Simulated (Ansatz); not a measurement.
**CCSD/6-31G(d) (spherical functions) run of CH4BGaO2 (SMILES [OH][Ga]1[BH]O[CH2]1)**

What is the energy change on altering one bond length of CH4BGaO2 at CCSD/6-31G* (spherical functions)? 

The calculation is run with Ansatz 0.2.0.

95 further runs of the same task are left out: 95 set aside as unsound or not needed. Runs told in other sessions of the task aren't counted.

## 1. The structure to begin with

The species is CH4BGaO2 (9 atoms), meant as a singlet with charge 0. As SMILES, `[OH][Ga]1[BH]O[CH2]1`. Geometry: relaxed at PBE0-D4/def2-TZVP. This is one conformer, not always the lowest.

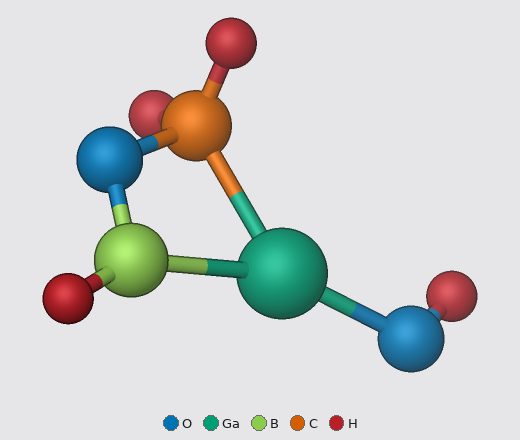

Viewed from a chosen angle; oxygen blue, gallium teal, boron green, carbon orange, hydrogen red.

## 2. The energy at CCSD/6-31G(d) (spherical functions)

The input, molecule.yaml:

```yaml
crystal:
  periodic: [false, false, false]
  atoms:
    - {symbol: O, position_ang: [-0.140900, 2.668400, -0.180000]}
    - {symbol: Ga, position_ang: [0.206000, 0.920500, -0.222600]}
    - {symbol: B, position_ang: [1.299500, -0.808200, -0.735000]}
    - {symbol: O, position_ang: [0.383300, -1.546100, -0.084800]}
    - {symbol: C, position_ang: [-0.698300, -0.762500, 0.515200]}
    - {symbol: H, position_ang: [-0.939100, 2.905000, 0.298100]}
    - {symbol: H, position_ang: [2.237800, -1.312200, -1.273600]}
    - {symbol: H, position_ang: [-0.704200, -0.956900, 1.589800]}
    - {symbol: H, position_ang: [-1.644100, -1.108100, 0.092800]}
basis:
  gaussian:
    orbitals: 6-31G_st_-spherical.json
correlation:
  method: ccsd
  frozen_orbitals: {B: 1, C: 1, Ga: 9, H: 0, O: 1}
accuracy: high
scf:
  omitted_lower_state_checks: [cluster_reference, increment]
```

The basis set 6-31G* is read from a file made from the Basis Set Exchange's data (not shown).

On the command line:

```console
ansatz run molecule.yaml --threads 1 --pin off --max-ram 2610MiB --events-out events.jsonl --progress --plain --runs-dir runs
```

What it wrote, shortened:

```text
Warning: RAYON_NUM_THREADS=1 ignored (pool sized by the plan → 1); use --threads N
Functional definition: HF
  name "HF"
[...]
2182 factors; integrals over basis functions are off by at most 8.8e-9 eV
[...]
mean field -58166.10961901 eV, -2137.5651020935 hartree, gradient 2.2e-8 eV, S^2 0.000000; 0 other end points of the search recorded, 0 dependent functions left out
13 core orbitals not correlated: weight in the atoms' cores, before any rotation towards them, 1.000 or more for the frozen orbitals, at most 0.000 for the correlated occupied ones
reference -58166.10961901 eV, -2137.5651020935 hartree; 18, 18 occupied and 65, 65 virtual orbitals, 2182 factors
second order -21.79434396 eV of doubles, -0.00000000 eV of singles
cycle   1  -21.23838338 eV  change    5.6e-1 eV  update   1.4e-1
[...]
cycle  22  -22.09243879 eV  change   -3.3e-9 eV  update   2.3e-9
Total energy: -58188.20205780 eV, -2138.3769842442 hartree
Checks for a lower state left out: cluster_reference, increment
```

It took 37 s on 1 thread of Arm Neoverse V1, shared host; peak memory 0.63 GiB.

## 3. The distorted shape, same level

The input, run.yaml:

```yaml
crystal:
  periodic: [false, false, false]
  atoms:
    - {symbol: O, position_ang: [0.332039, 2.841214, 0.031217]}
    - {symbol: Ga, position_ang: [0.678939, 1.093314, -0.011383]}
    - {symbol: B, position_ang: [1.772439, -0.635386, -0.523783]}
    - {symbol: O, position_ang: [0.856239, -1.373286, 0.126417]}
    - {symbol: C, position_ang: [-0.225361, -0.589686, 0.726417]}
    - {symbol: H, position_ang: [-0.466161, 3.077814, 0.509317]}
    - {symbol: H, position_ang: [2.710739, -1.139386, -1.062383]}
    - {symbol: H, position_ang: [-0.231261, -0.784086, 1.801017]}
    - {symbol: H, position_ang: [-1.644100, -1.108100, 0.092800]}
basis:
  gaussian:
    orbitals: 6-31G_st_-spherical.json
total_charge: 0
correlation:
  method: ccsd
  frozen_orbitals: {B: 1, C: 1, Ga: 9, H: 0, O: 1}
accuracy: high
scf:
  omitted_lower_state_checks: [cluster_reference, increment]
```

The basis set 6-31G* is read from a file made from the Basis Set Exchange's data (not shown).

On the command line:

```console
ansatz run run.yaml --threads 1 --pin off --max-ram 2610MiB --events-out events.jsonl --progress --plain --runs-dir runs
```

What it wrote, shortened:

```text
Warning: RAYON_NUM_THREADS=1 ignored (pool sized by the plan → 1); use --threads N
Functional definition: HF
  name "HF"
[...]
2192 factors; integrals over basis functions are off by at most 5.0e-9 eV
[...]
mean field -58163.83322872 eV, -2137.4814462932 hartree, gradient 1.9e-8 eV, S^2 0.000000; 0 other end points of the search recorded, 0 dependent functions left out; unrestricted orbitals would lower it
13 core orbitals not correlated: weight in the atoms' cores, before any rotation towards them, 1.000 or more for the frozen orbitals, at most 0.000 for the correlated occupied ones
reference -58163.83322872 eV, -2137.4814462932 hartree; 18, 18 occupied and 65, 65 virtual orbitals, 2192 factors
second order -22.02459476 eV of doubles, -0.00000000 eV of singles
cycle   1  -21.47265119 eV  change    5.5e-1 eV  update   1.5e-1
[...]
cycle  24  -22.44643965 eV  change   -2.8e-9 eV  update   2.1e-9
Total energy: -58186.27966837 eV, -2138.3063377356 hartree
Checks for a lower state left out: cluster_reference, increment
```

Wall time 39 s (1 thread of Arm Neoverse V1, shared host); peak memory 0.63 GiB.

## 4. Summary of results

At CCSD/6-31G* (spherical functions), 13 core orbitals frozen:

| quantity | value |
| --- | --- |
| first shape: total energy | -2138.37698 Eh |
| first shape: correlation energy (13 core orbitals frozen) | -811.9 mEh |
| first shape: T1 diagnostic | 0.018 |
| distorted shape: total energy | -2138.30634 Eh |
| distorted shape: correlation energy (13 core orbitals frozen) | -824.9 mEh |
| distorted shape: T1 diagnostic | 0.019 |
| energy change with the C5–H9 bond stretched from 1.092 to 1.638 Å | 1.922 eV |

**Reading.** With the C5–H9 bond stretched from 1.092 to 1.638 Å the energy rises by 1.92 eV (44 kcal/mol). The first shape isn't relaxed at this level, so the change isn't measured from a minimum. The restricted solution (distorted shape) is unstable to spin breaking: an unrestricted one lies lower.
